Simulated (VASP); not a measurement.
Band structure of Be2C (antifluorite). All values below come from vdW-DF2, VASP's PBE PAW potentials (set 64) (plane waves; VASP).

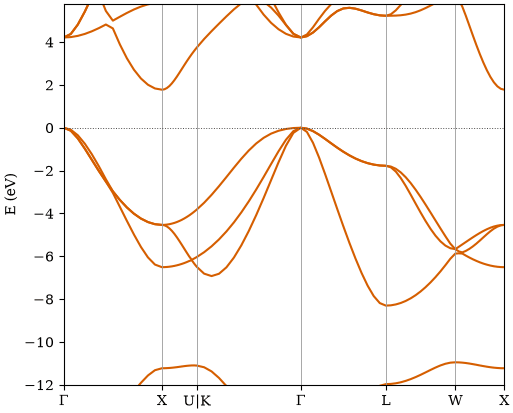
Fig. 1. Bands along high-symmetry lines, zero at the valence-band maximum or, without a gap, the Fermi level

Read the plot: is there a gap, and where are the band edges?

The gap is indirect, 1.78 eV, from the valence maximum at Γ to the conduction minimum at X. (Edges off the drawn lines would not show.)

The compound is Be2C in the antifluorite structure. It was relaxed first.
